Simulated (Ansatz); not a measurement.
# [NO2]+ (SMILES O=[N+]=O) at RPA@PBE/def2-TZVPPD

What is the vertical singlet–triplet gap of [NO2]+ at RPA@PBE/def2-TZVPPD? 

The calculation is run with Ansatz 0.2.0.

5 further runs of the same task are left out: 5 that didn't finish.

## (1) The structure to begin with

[NO2]+: 3 atoms, total charge +1, spin state singlet. SMILES: `O=[N+]=O`. The shape is that of a PBE0-D4/def2-TZVP optimisation.

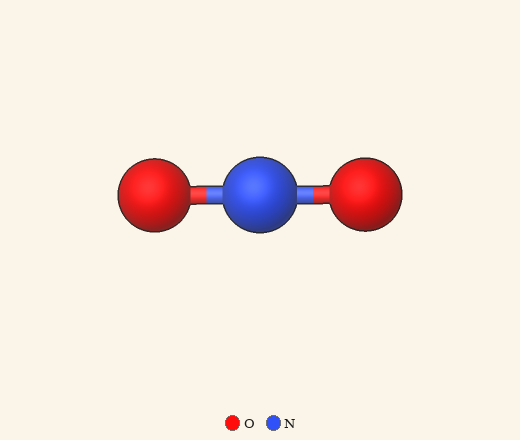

Viewed from a chosen angle; oxygen red, nitrogen blue.

## (2) The energy at RPA@PBE/def2-TZVPPD

job.yaml

```yaml
crystal:
  periodic: [false, false, false]
  atoms:
    - {symbol: O, position_ang: [-0.572980, 0.927020, -0.209580]}
    - {symbol: "N", position_ang: [-0.000010, -0.000010, -0.000000]}
    - {symbol: O, position_ang: [0.572990, -0.927010, 0.209580]}
basis:
  gaussian:
    orbitals: def2-TZVPPD.json
total_charge: 1
hamiltonian:
  xc: pbe
correlation:
  method: rpa
  frozen_orbitals: {"N": 1, O: 1}
accuracy: high
```

The basis set def2-TZVPPD is read from a file made from the Basis Set Exchange's data (not shown).

Run with:

```console
$ ansatz run job.yaml --threads 1 --pin off --max-ram 3480MiB --events-out events.jsonl --progress --plain --runs-dir runs
```

Log:

```text
Warning: RAYON_NUM_THREADS=1 ignored (pool sized by the plan → 1); use --threads N
Functional definition: PBE
  name "PBE"
  parameter kappa = 0.804
  parameter beta = 0.06672455060314922
  exchange = pbe_x(kappa = kappa, mu = beta*pi^2/3)
  correlation = pbe_c(beta = beta)
1640 factors; integrals over basis functions are off by at most 3.6e-9 eV
mean field evaluation 1: about -5563.4922 eV, gradient 5.9e1 eV
mean field evaluation 2: about -5563.4944 eV, gradient 5.9e1 eV
mean field evaluation 4: about -5566.9317 eV, gradient 3.0e1 eV
mean field evaluation 8: about -5568.3816 eV, gradient 6.5e-2 eV
mean field evaluation 16: about -5568.3816 eV, gradient 1.1e-7 eV
mean field -5568.38159057 eV, -204.6342490688 hartree, gradient 2.3e-8 eV, S^2 0.000000; 0 other end points of the search recorded, 0 dependent functions left out
3 core orbitals not correlated: weight in the atoms' cores, before any rotation towards them, 1.000 or more for the frozen orbitals, at most 0.000 for the correlated occupied ones
reference -5543.94512073 eV, -203.7362253657 hartree; 8, 8 occupied and 106, 106 virtual orbitals, 1640 factors
Total energy: -5570.56429256 eV, -204.7144618874 hartree
```

Run time: 6 s. Hardware: 1 thread of Arm Neoverse V2, shared host; peak memory 0.33 GiB.

## (3) The triplet at the same level

molecule.yaml

```yaml
crystal:
  periodic: [false, false, false]
  atoms:
    - {symbol: O, position_ang: [-0.572980, 0.927020, -0.209580]}
    - {symbol: "N", position_ang: [-0.000010, -0.000010, -0.000000]}
    - {symbol: O, position_ang: [0.572990, -0.927010, 0.209580]}
basis:
  gaussian: {orbitals: def2-TZVPPD.json}
correlation: {method: rpa, frozen_orbitals: {"N": 1, O: 1}}
hamiltonian: {xc: {name: PBE}}
magnetization: {spin_polarized: true, initial_magnetization: 2}
accuracy: high
total_charge: 1
```

The basis set def2-TZVPPD is read from a file made from the Basis Set Exchange's data (not shown).

Run with:

```console
$ ansatz run molecule.yaml --threads 1 --pin off --max-ram 3480MiB --events-out events.jsonl --progress --plain --runs-dir runs
```

Log, shortened:

```text
Warning: RAYON_NUM_THREADS=1 ignored (pool sized by the plan → 1); use --threads N
Functional definition: PBE
  name "PBE"
[...]
1640 factors; integrals over basis functions are off by at most 3.6e-9 eV
[...]
mean field -5561.84194086 eV, -204.3939213746 hartree, gradient 1.2e-8 eV, S^2 2.003137; 15 other end points of the search recorded, 0 dependent functions left out
3 core orbitals not correlated: weight in the atoms' cores, before any rotation towards them, 1.000 or more for the frozen orbitals, at most 0.000 for the correlated occupied ones
reference -5539.26253346 eV, -203.5641434576 hartree; 9, 7 occupied and 105, 107 virtual orbitals, 1640 factors
Total energy: -5563.98859854 eV, -204.4728095894 hartree
```

Wall time 1.9 min (1 thread of Arm Neoverse V2, shared host); peak memory 0.38 GiB.

## (4) What came out

Level: RPA@PBE/def2-TZVPPD, 3 core orbitals frozen.

| quantity | value |
| --- | --- |
| singlet: total energy | -204.71446 Eh |
| singlet: RPA correlation energy (valence) | -978.2 mEh |
| triplet: total energy | -204.47281 Eh |
| triplet: RPA correlation energy (valence) | -908.7 mEh |
| triplet: ⟨S²⟩ of the reference determinant | 2.003 |
| vertical energy of the triplet above the singlet | 6.576 eV |

What this shows: At this shape the triplet lies 6.58 eV (634 kJ/mol) above the singlet.
